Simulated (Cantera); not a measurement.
A closed system holds: 1 mol (CH₃)₂SiCl₂, 0.58 mol HCl, 160 mol H₂, equilibrated at 113 Torr.

Method: chemical equilibrium by Gibbs-energy minimisation in Cantera with the NASA 1993 tables (ideal gas, pure condensed phases). Candidate condensed phases: C, C₆H₆, C₇H₈, C₈H₁₈, Si, SiC; 109 gas species. The feed counts by its element totals alone. The tables' values for SiCl are old estimates; treat these amounts as uncertain. Gases not in the tables: Si₂H₆ and higher silanes. Rates play no part.

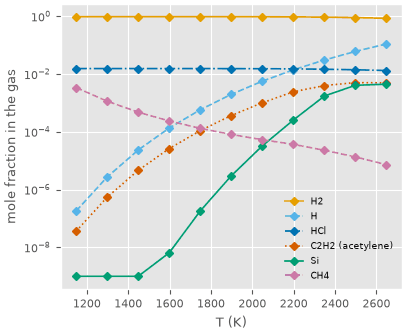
Equilibrium gas composition (values under 1e-9 drawn at 1e-9)

From 1148 K to 2198 K the condensed part is C(graphite) + SiC(s). At 2348 K the condensed part is SiC(s). From 2498 K to 2648 K nothing is condensed. The main Si-bearing gas is SiHCl₃ at 1148 K and Si at 2648 K.
